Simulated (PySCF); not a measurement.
## Electronic structure of C₄H₇FOSi in real space

Input file:

```
{"job": {"kind": "uv", "xc": "wB97X-D", "basis": "def2-SVPD", "nstates": 8, "ntriplets": 3}, "charge": 0, "multiplicity": 1}
C      2.555629    -0.209211     0.338743
O      1.203604    -0.572213     0.335680
Si    -0.123494     0.343539     0.361437
C     -1.691721    -0.730727     0.121774
C     -1.992450     0.036322    -1.140628
C     -0.966183     0.876803    -1.256672
F     -0.777310     1.784244    -2.244301
H      2.759941     0.531056     1.114762
H      3.140598    -1.108670     0.531333
H      2.840110     0.206879    -0.629604
H     -0.083416     1.365914     1.403117
H     -1.540009    -1.792394    -0.058862
H     -2.473984    -0.629786     0.870294
H     -2.851992    -0.102230    -1.774217
```

Command:

```sh
OMP_NUM_THREADS=1 python probes_run.py task.json out
```

Geometry: GFN2-xTB.

Computed with PySCF 2.14.0, wB97X-D/def2-SVPD, SCF density, gas phase.

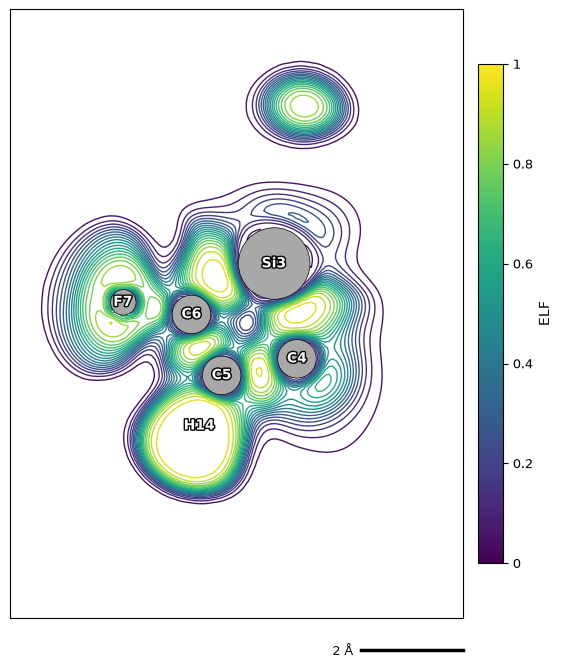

Figure 1. Electron localisation function on the plane of atoms Si3, C4 and C5. Grey discs cover the atomic cores.

### Interpret the plot.

Atoms in the plane: Si, C, F and H.
C–C (1.33 Å): the ELF peaks at about 0.90 between the atoms: a multiple bond.
C–F (1.35 Å): the ELF peaks at about 0.85 between the atoms, as expected for a shared but strongly polarised pair.
C–Si (1.90 Å): the ELF peaks at about 0.95 between the atoms, as expected for a covalent bond.
C–H (1.08 Å): the ELF climbs to about 1 towards the hydrogen, as it does in any bond to H: an ordinary covalent bond to hydrogen.
C–C (1.51 Å): the ELF peaks at about 0.95 between the atoms, as expected for localised, covalent bonding.
The ELF also peaks beside F7, away from the bonds: lone-pair regions.

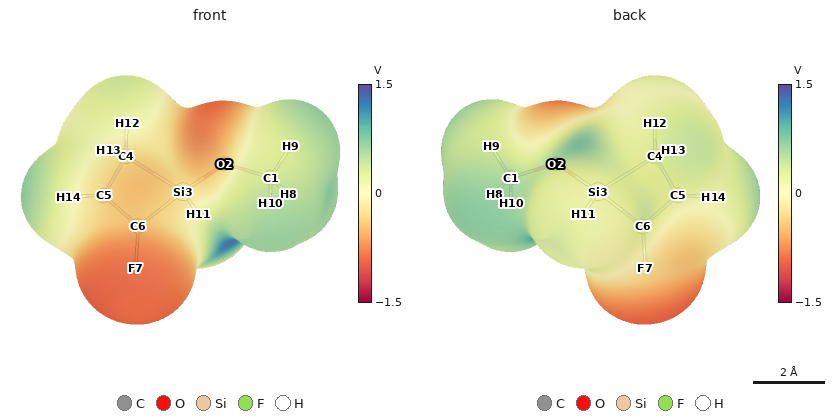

Figure 2. The electrostatic potential painted on the density surface at 0.001 e/bohr³, seen from the front and from behind; the colour scale runs from red (negative) to blue (positive).

### Where is the surface potential most negative and most positive?

The most negative region (about −1.0 V) lies over F7, the most positive (about +1.2 V) over Si3.
